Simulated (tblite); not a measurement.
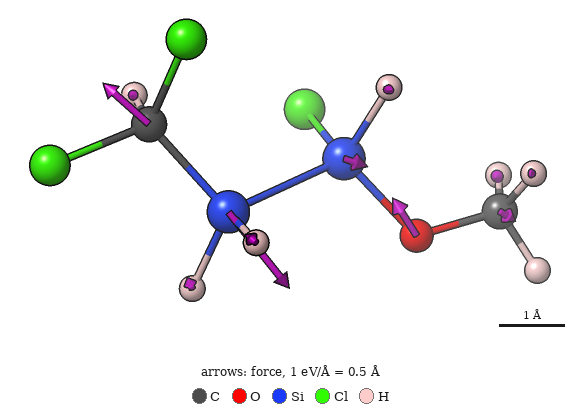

Starting geometry of C2H7Cl3OSi2 with the computed forces as purple arrows. The picture is a ball-and-stick view, seen at a tilt.

The calculation used tblite 0.8.0, GFN2-xTB geometry optimisation, gas phase. 

> Is this structure relaxed? If not, where do the atoms go?

It isn't relaxed: the largest force vector, on a Si atom, is 3.06 eV/Å. The final displacements have little in common with the starting forces (cosine between the two patterns 0.15). The energy falls by 0.386 eV in 88 geometry steps. An H atom moves most after the best rigid fit: 0.48 Å. Largest moves by element: H 0.48 Å, Cl 0.43 Å, O 0.42 Å, Si 0.37 Å, C 0.16 Å. Near-neighbour distances that change, for instance: C–Si 1.828 → 1.930 Å, O–Si 1.675 → 1.619 Å, H–Si 1.492 → 1.465 Å, C–Cl 1.786 → 1.771 Å. Bond angles that change, for instance: O–Si–Si 112.1° → 97.6°, C–O–Si 119.2° → 130.6°, Si–Si–H 109.6° → 118.3°. Groups turn about O–Si by about 25°.
